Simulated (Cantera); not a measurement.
Feed: 1 mol Si, 0.52 mol HCl, 2.6 mol H2, equilibrated at 0.133 bar.

These are equilibrium values from Cantera (NASA tables, ideal gas, pure condensed phases), not measurements of a reactor. Candidate condensed phases: Si; 19 gas species. The tables' values for SiCl3, SiCl are old estimates; treat these amounts as uncertain. Equilibrium is a limit: real reactors are often held back by kinetics, nucleation or transport.

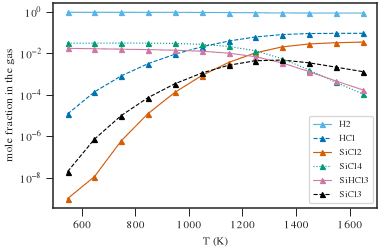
Figure. Equilibrium gas composition (values under 1e-9 drawn at 1e-9)

From 548 K to 1648 K the condensed part is Si(s). The main Si-bearing gas is SiCl4 at 548 K and SiCl2 at 1648 K. The share of Si in condensed phases is highest at 1348 K (89.4 %) and lowest at 548 K (85.6 %).
